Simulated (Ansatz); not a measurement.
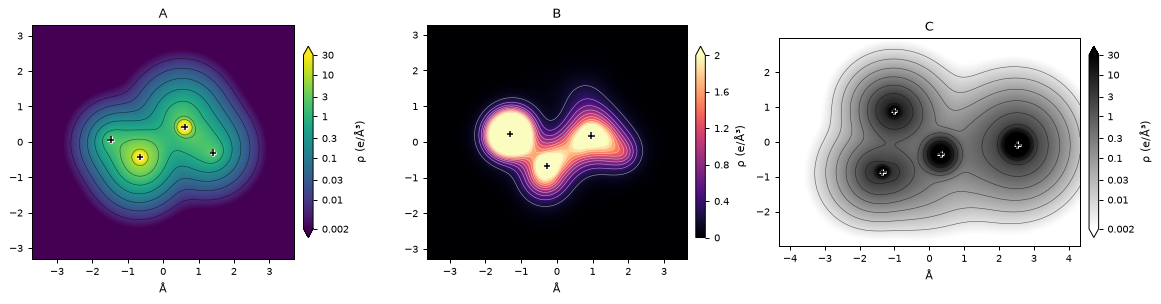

The electron density of 3 systems, each on a plane through atoms (crosses mark nuclei in the plane).

Theory: isolated molecule in a Gaussian basis; Kohn-Sham density functional theory, functional PBE0 in Ansatz 0.2.0.

System 1: CH5O (SMILES C[OH2+]) (charge +1), the plane of atoms O2, C1 and H4. Geometry: B3LYP-D4/def2-TZVP.

```yaml
atoms:
  - { symbol: C, position_ang: [0.1854, 0.7663, 0.1546] }
  - { symbol: O, position_ang: [0.6304, -0.4695, 0.9184] }
  - { symbol: H, position_ang: [-0.6722, 1.1327, 0.7081] }
  - { symbol: H, position_ang: [-0.0944, 0.3936, -0.8245] }
  - { symbol: H, position_ang: [1.0149, 1.4657, 0.1301] }
  - { symbol: H, position_ang: [1.3486, -0.9763, 0.4931] }
  - { symbol: H, position_ang: [0.8318, -0.3167, 1.8616] }
```

System 2: C2H6FO (SMILES [OH2+]CCF) (charge +1), the plane of atoms C1, C2 and F3. Geometry: PBE0-D3(BJ)/def2-SVP.

```tsv
atom	x (Å)	y (Å)	z (Å)
C	-1.4915	0.3694	-0.5562
C	-0.0969	0.8195	-0.2011
F	0.7387	0.0269	-0.9618
O	-1.5155	0.2080	-2.0425
H	-1.7060	1.0209	-2.5513
H	-0.6299	-0.1477	-2.3081
H	-1.7273	-0.6386	-0.1923
H	-2.2963	1.0685	-0.2971
H	0.0911	1.8752	-0.4555
H	0.0970	0.6633	0.8711
```

System 3: AlBrHNO, the plane of atoms Br2, Al1 and O4. Geometry: PBE0-D3(BJ)/def2-SVP.

```yaml
atoms:
  - { symbol: Al, position_ang: [-0.9026, -0.2304, 0.9638] }
  - { symbol: Br, position_ang: [-0.6017, -2.2576, 1.8237] }
  - { symbol: N, position_ang: [-1.2896, 1.4125, 0.5378] }
  - { symbol: O, position_ang: [-0.2097, 0.5194, -0.5407] }
  - { symbol: H, position_ang: [0.5976, 1.0452, -0.5021] }
```

Question: Which map belongs to which system?

Answer: Panel A is system 1, CH5O: the plane holds C, O and H. C–O (1.52 Å): the density is about 1.5 e/Å³ at the midpoint, with its minimum of 1.2 e/Å³ about 0.5 Å from C. Panel B is system 2, C2H6FO: the plane holds C and F. C–F (1.38 Å): the density is about 2.1 e/Å³ at the midpoint, with its minimum of 1.6 e/Å³ about 0.5 Å from C. Panel C is system 3, AlBrHNO: the plane holds Al, Br, N and O. Al–N (1.74 Å): ρ at the midpoint is about 0.87 e/Å³.
